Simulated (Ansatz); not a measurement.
# B3LYP/STO-3G run of BCl2F (dichlorofluoroborane)

Aim: the electronic atomisation energy of BCl2F (dichlorofluoroborane) at B3LYP/STO-3G, from 4 runs. 

The calculation is run with Ansatz 0.2.0.

67 further runs of the same task are left out: 4 that didn't finish, 63 set aside as unsound or not needed.

## 1. The molecule

The species is BCl2F (4 atoms), meant as a singlet with charge 0. As SMILES, `FB(Cl)Cl`. Geometry: relaxed at PBE0-D4/def2-TZVP.

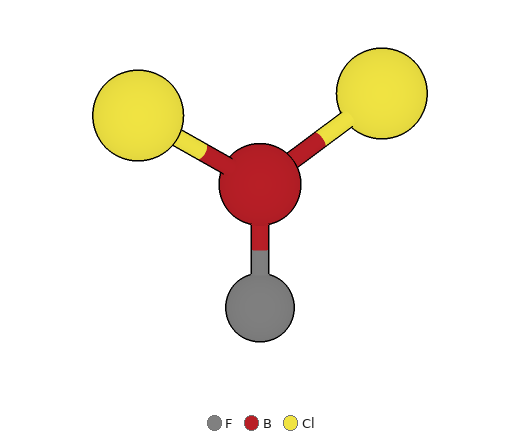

Viewed from a chosen angle; fluorine grey, boron red, chlorine yellow.

## 2. The energy at B3LYP/STO-3G

Input file job.yaml:

```yaml
basis:
  gaussian:
    orbitals: STO-3G
crystal:
  periodic: [false, false, false]
  atoms:
    - {symbol: F, position_ang: [0.114370, -1.165320, -0.781190]}
    - {symbol: B, position_ang: [0.007910, -0.080610, -0.054040]}
    - {symbol: Cl, position_ang: [-1.549540, 0.373780, 0.571420]}
    - {symbol: Cl, position_ang: [1.427260, 0.872140, 0.263810]}
hamiltonian:
  xc: {name: B3LYP}
accuracy: high
```

On the command line:

```
$ ansatz run job.yaml --threads 1 --pin off --max-ram 3480MiB --events-out events.jsonl --progress --plain --runs-dir runs
```

Output:

```text
Warning: RAYON_NUM_THREADS=1 ignored (pool sized by the plan → 1); use --threads N
Functional definition: B3LYP
  name "B3LYP"
  parameter a0 = 0.2
  parameter ax = 0.72
  parameter ac = 0.81
  exchange = (1 - a0 - ax)*slater_x + ax*b88_x + a0*exact_x
  correlation = (1 - ac)*vwn_rpa_c + ac*lyp_c
522 factors; integrals over basis functions are off by at most 3.1e-8 eV
mean field evaluation 1: about -28119.2111 eV, gradient 2.3e1 eV
mean field evaluation 2: about -28118.7302 eV, gradient 2.9e1 eV
mean field evaluation 4: about -28121.3774 eV, gradient 8.7e-1 eV
mean field evaluation 8: about -28121.3703 eV, gradient 9.4e-4 eV
mean field evaluation 16: about -28121.3703 eV, gradient 3.8e-8 eV
mean field -28121.37026323 eV, -1033.4412958243 hartree, gradient 3.8e-8 eV, S^2 0.000000; 0 other end points of the search recorded, 0 dependent functions left out
reference -28121.37028804 eV, -1033.4412967361 hartree; 24, 24 occupied and 4, 4 virtual orbitals, 522 factors
Total energy: -28121.37028804 eV, -1033.4412967361 hartree
```

It took 1.6 s on 1 thread of Arm Neoverse V1, shared host; peak memory 0.1 GiB.

## 3. The B atom

Input file job.yaml:

```yaml
basis:
  gaussian: {orbitals: STO-3G}
crystal:
  periodic: [false, false, false]
  atoms:
    - symbol: B
      position_ang: [0.000000, 0.000000, 0.000000]
magnetization: {spin_polarized: true, initial_magnetization: 1}
hamiltonian: {xc: {name: B3LYP}}
accuracy: high
```

Run the same way, it converges to -24.28154 Eh (log not shown).

## 4. The Cl atom at the same level

Input file molecule.yaml:

```yaml
crystal:
  periodic: [false, false, false]
  atoms:
    - {symbol: Cl, position_ang: [0.000000, 0.000000, 0.000000]}
basis:
  gaussian:
    orbitals: STO-3G
magnetization:
  spin_polarized: true
  initial_magnetization: 1
hamiltonian:
  xc: {name: B3LYP}
accuracy: high
```

Run the same way, it converges to -455.11819 Eh (log not shown).

## 5. The F atom, same level

Input file input.yaml:

```yaml
basis:
  gaussian: {orbitals: STO-3G}
crystal:
  periodic: [false, false, false]
  atoms:
    - {symbol: F, position_ang: [0.000000, 0.000000, 0.000000]}
magnetization: {spin_polarized: true, initial_magnetization: 1}
hamiltonian: {xc: {name: B3LYP}}
accuracy: high
```

Run the same way, it converges to -98.26898 Eh (log not shown).

## 6. Results

Level: B3LYP/STO-3G.

| quantity | value |
| --- | --- |
| molecule: total energy | -1033.44130 Eh |
| B atom: total energy | -24.28154 Eh |
| B atom: ⟨S²⟩ | 0.750 |
| Cl atom: total energy | -455.11819 Eh |
| Cl atom: ⟨S²⟩ | 0.750 |
| F atom: total energy | -98.26898 Eh |
| F atom: ⟨S²⟩ | 0.750 |
| electronic atomisation energy | 17.807 eV |

What this shows: Taking the molecule apart into free atoms costs 17.81 eV (411 kcal/mol), before zero-point energy and without spin-orbit coupling. In a minimal basis such a difference can be off by several eV, whatever the method.
